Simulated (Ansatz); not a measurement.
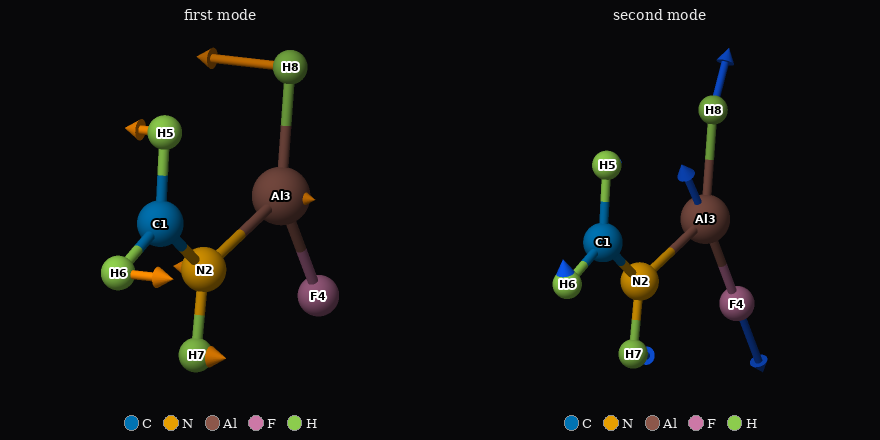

The system is CH4AlFN, SMILES C=[NH+][AlH][F], charge +1; the picture shows the reference structure; its two panels give the patterns of the first and the second mode as arrows. 
- Coordinates scanned: (1) normal mode 5 (480 cm⁻¹); (2) normal mode 8 (895 cm⁻¹).
- Nothing is relaxed (straight displacements along the two mass-weighted modes).
- The scan uses an 11 × 11 grid; 110 points were computed and 11 follow by symmetry.
- All energies are given in eV relative to the lowest grid point.
- These are results of Ansatz 0.2.0, RKS PBE-D4/def2-SVP, not measurements.

Its coordinates:

```yaml
atoms:
  - { symbol: C, position_ang: [-0.4692, 1.1427, -0.6335] }
  - { symbol: N, position_ang: [-0.5036, 0.1637, 0.2056] }
  - { symbol: Al, position_ang: [0.8463, -1.2338, 0.4528] }
  - { symbol: F, position_ang: [0.2717, -2.2069, 1.6570] }
  - { symbol: H, position_ang: [0.3960, 1.2537, -1.3154] }
  - { symbol: H, position_ang: [-1.2890, 1.8840, -0.6930] }
  - { symbol: H, position_ang: [-1.3467, 0.1294, 0.8083] }
  - { symbol: H, position_ang: [2.0945, -1.1328, -0.4819] }
```

Range: normal mode 5 (480 cm⁻¹) from −0.65 to 0.65 amu½·Å; normal mode 8 (895 cm⁻¹) from −0.824 to 0.824 amu½·Å.

What landscape does the calculation give?

The lowest grid point is at normal mode 5 (480 cm⁻¹) = 0.00 amu½·Å, normal mode 8 (895 cm⁻¹) = 0.000 amu½·Å. No other kind of well shows on this grid. The highest grid point, normal mode 5 (480 cm⁻¹) = 0.65 amu½·Å, normal mode 8 (895 cm⁻¹) = −0.824 amu½·Å, lies 1.75 eV above the lowest.

```tsv
normal mode 8 (895 cm⁻¹) ↓, normal mode 5 (480 cm⁻¹) →	−0.65	−0.52	−0.39	−0.26	−0.13	0.00	0.13	0.26	0.39	0.52	0.65
0.824	0.91	0.82	0.75	0.71	0.69	0.68	0.69	0.71	0.76	0.82	0.91
0.659	0.70	0.61	0.54	0.50	0.48	0.47	0.48	0.50	0.54	0.61	0.70
0.495	0.51	0.42	0.36	0.32	0.29	0.28	0.29	0.32	0.36	0.42	0.51
0.330	0.36	0.27	0.21	0.17	0.14	0.14	0.14	0.17	0.21	0.27	0.36
0.165	0.26	0.17	0.11	0.07	0.04	0.04	0.04	0.07	0.11	0.17	0.26
0.000	0.22	0.13	0.07	0.03	0.01	0.00	0.01	0.03	0.07	0.13	0.22
−0.165	0.26	0.17	0.11	0.07	0.05	0.04	0.05	0.07	0.11	0.17	0.26
−0.330	0.40	0.32	0.26	0.22	0.20	0.19	0.20	0.22	0.26	0.32	0.40
−0.495	0.68	0.59	0.53	0.49	0.47	0.47	0.47	0.49	0.53	0.59	0.68
−0.659	1.11	1.03	0.97	0.93	0.91	0.91	0.91	0.93	0.97	1.03	1.11
−0.824	1.75	1.67	1.62	1.58	1.56	1.56	1.56	1.58	1.62	1.67	1.75
```

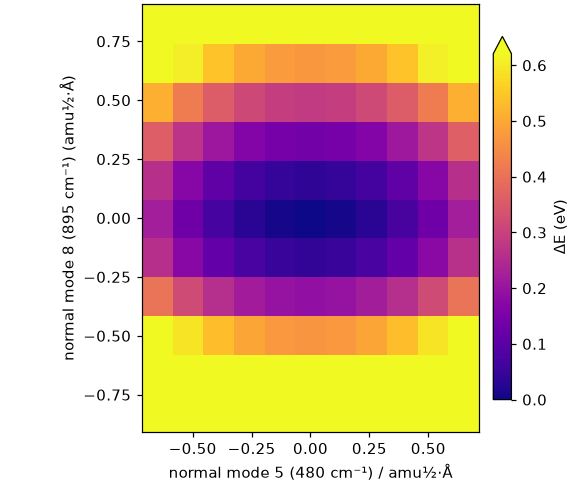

The picture shows one coloured cell a grid point, one colour for all values above the top of the scale.

Each point was launched as `ansatz run input.yaml --threads 1 --pin off --max-ram 2560MiB --backend cpu --events-out ev --progress --plain --runs-dir out`. Time for the 110 points that were run: 16 min on 1 thread of Arm Neoverse V1, with other jobs on the host.
